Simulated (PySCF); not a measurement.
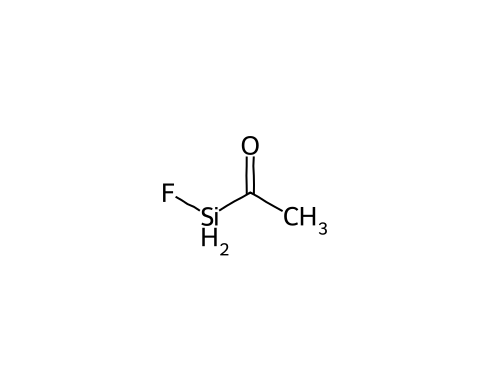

A structural formula.

Transcribe the drawing into SMILES.

Answer. CC(=O)[SiH2]F

Give the formula, hydrogens included.

Answer. C2H5FOSi.

More results for the same structure follow; atom numbers are the same in all pictures, views and colours differ. Computed geometry: PBE0-D3(BJ)/def2-SVP optimisation. No frequency run is at hand to confirm it as a minimum.

## Geometry

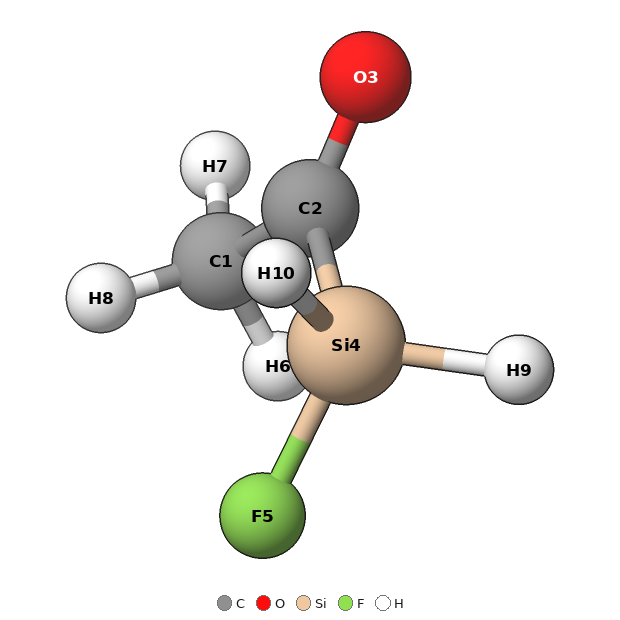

No frequency run is at hand to confirm it as a minimum.

List the bonds and their lengths.

| bond | length (Å) | order |
| --- | --- | --- |
| C1–C2 | 1.500 | single |
| C1–H6 | 1.103 | single |
| C1–H7 | 1.099 | single |
| C1–H8 | 1.103 | single |
| C2–O3 | 1.212 | double |
| C2–Si4 | 1.923 | single |
| Si4–F5 | 1.630 | single |
| Si4–H9 | 1.488 | single |
| Si4–H10 | 1.487 | single |

## NMR shielding

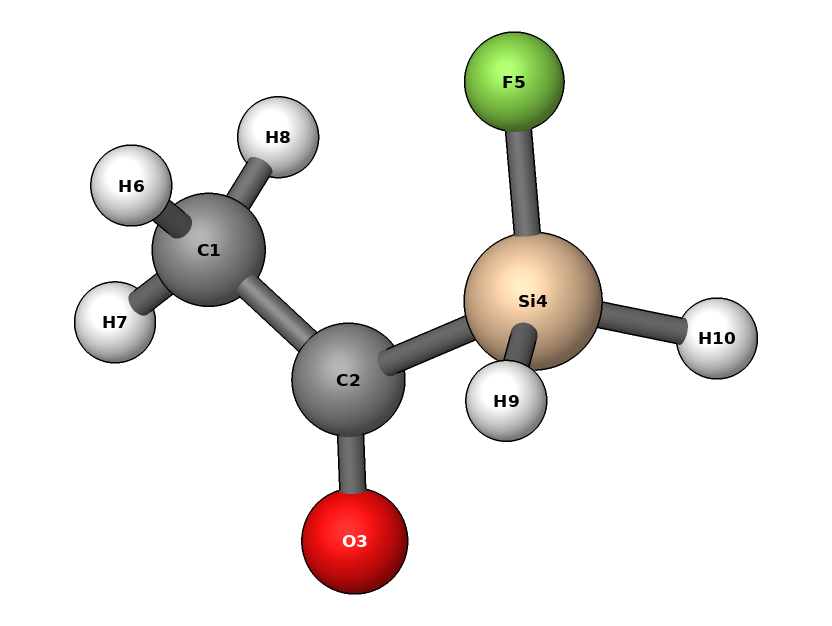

No frequency run is at hand to confirm it as a minimum. Method: GIAO PBE0/IGLO-III NMR shielding, non-relativistic, gas phase (PySCF 2.14.0). Principal shieldings σ11 ≤ σ22 ≤ σ33, span Ω = σ33 − σ11, skew κ = 3(σiso − σ22)/Ω.

Give the shielding tensors of the Si atoms.

```
atom    σ11    σ22    σ33   σiso      Ω     κ
 Si4  318.4  368.2  475.9  387.5  157.5  0.37
```

Shieldings and span in ppm.

## Dipole moment

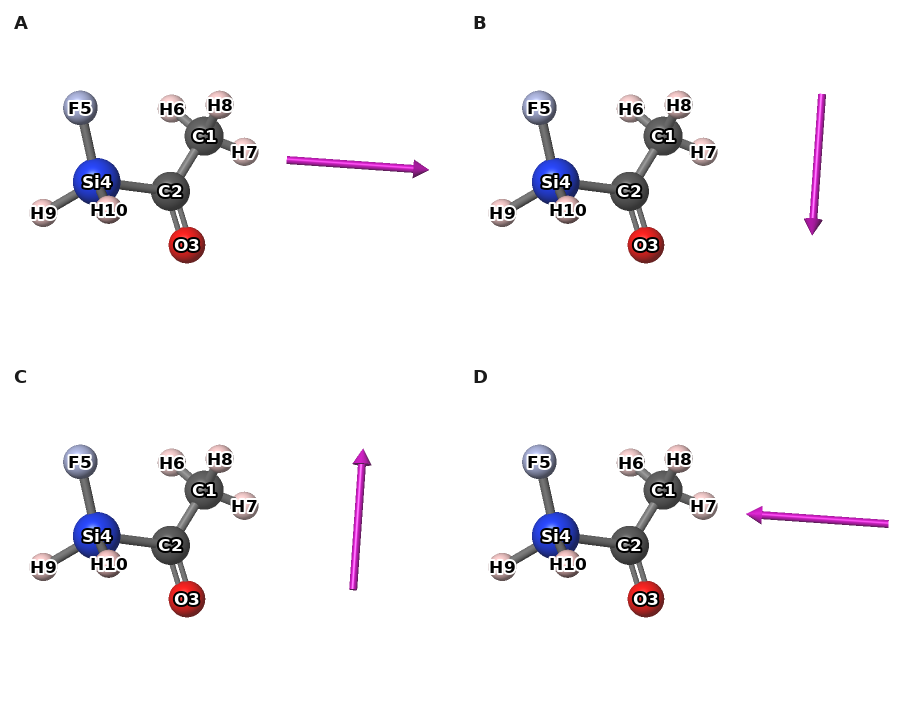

The same molecule four times, each with an arrow. No frequency run is at hand to confirm it as a minimum. Level of theory: PBE0/6-31G*, gas phase (PySCF 2.14.0).

Which arrow points along the dipole moment, from the negative to the positive end?

Answer. C. The dipole moment is 1.21 D; it points from the side of O3 to the side of H6, H8 (the outermost atoms at the two ends).

## Quadrupole coupling

No frequency run is at hand to confirm it as a minimum. Electric field gradients from the ground-state density, PBE0/def2-SVP (PySCF 2.14.0), non-relativistic apart from any core potentials.

Give the largest field-gradient component, the quadrupole coupling constant and the asymmetry for 17O at O3 (Q = −25.6 mb), 2H at H6 (Q = 2.86 mb), 2H at H7 (Q = 2.86 mb).

| atom | V_zz (a.u.) | e²qQ/h (MHz) | η |
| --- | --- | --- | --- |
| O3 | −1.918 | 11.54 | 0.52 |
| H6 | 0.296 | 0.199 | 0.03 |
| H7 | 0.300 | 0.202 | 0.00 |

## Charges

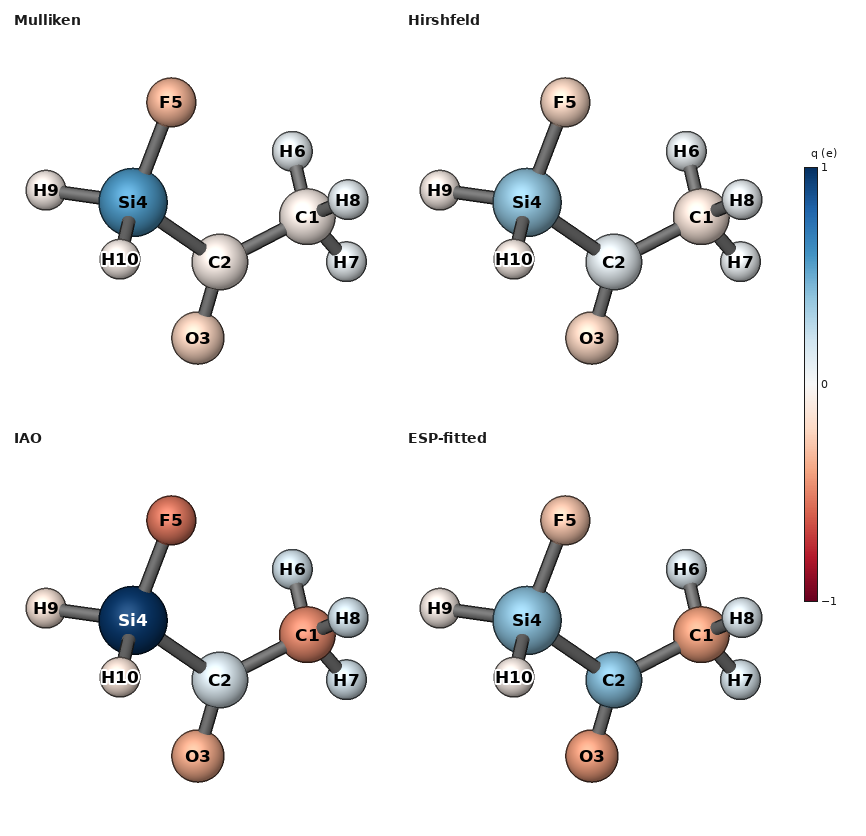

Atomic charges of one calculation by 4 schemes, on one colour scale. No frequency run is at hand to confirm it as a minimum. Level of theory: PBE0/cc-pVDZ (PySCF 2.14.0).

Which scheme gives the most polar picture (largest mean size of the charges)?

Answer. The IAO charges are the largest in size here, and the Hirshfeld charges the smallest.

On which atom do the schemes disagree most?

Answer. On Si4 (from 0.40 to 0.97 e).

List the charges (e), one line for each set of equivalent atoms. Atoms whose distances differ by more than 0.02 Å in this geometry are listed apart.

| atom | Mulliken | Hirshfeld | IAO | ESP-fitted |
| --- | --- | --- | --- | --- |
| C1 | −0.06 | −0.12 | −0.47 | −0.41 |
| C2 | −0.07 | 0.08 | 0.13 | 0.43 |
| O3 | −0.21 | −0.20 | −0.37 | −0.42 |
| Si4 | 0.58 | 0.40 | 0.97 | 0.42 |
| F5 | −0.33 | −0.20 | −0.53 | −0.27 |
| H6 | 0.08 | 0.06 | 0.17 | 0.12 |
| H7 | 0.06 | 0.05 | 0.16 | 0.13 |
| H8 | 0.08 | 0.06 | 0.17 | 0.12 |
| H9 | −0.06 | −0.07 | −0.12 | −0.07 |
| H10 | −0.06 | −0.07 | −0.12 | −0.07 |

Mulliken values depend strongly on the basis set and can even reverse the polarity of a bond.
